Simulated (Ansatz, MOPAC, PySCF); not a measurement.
BH3 (SMILES B) and H2S (SMILES S) are pulled apart as rigid monomers along the line of their centres of mass, from the B3LYP-D3(BJ)/def2-TZVP minimum. Starting geometry (charge 0, multiplicity 1):
```xyz
7

B     -0.449    -0.325     0.670
H      0.406    -0.887     0.038
H     -1.248    -1.057     1.191
H     -0.879     0.690     0.202
S      0.628     0.229     2.297
H     -0.201     1.071     2.942
H      1.392     1.235     1.832
```

Interaction energies with rigid monomers; basis-set methods are counterpoise corrected unless marked otherwise.

Cores are frozen in the correlated methods. Rows in 6-31G* carry no dispersion term and start afresh at each structure (6-31G* with six Cartesian d functions). The state that AM1 reach isn't checked.

Run with Ansatz (Gaussian orbitals); MOPAC for AM1 (differences of heats of formation); PySCF for 6-31G* rows. 

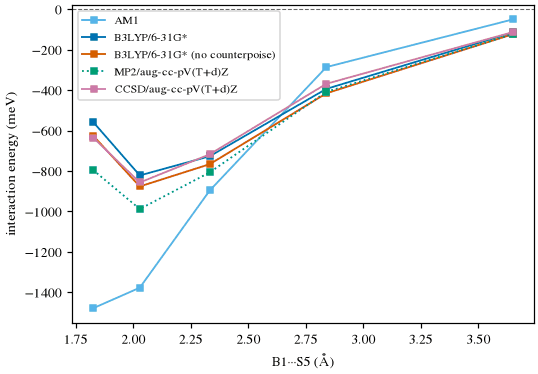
Fig. 1. Interaction energy against separation

### Question
Which level binds most strongly at B1···S5 = 2.03, and by how much?

### Answer
AM1, -1377 meV.

Ansatz is a program for electronic structure.
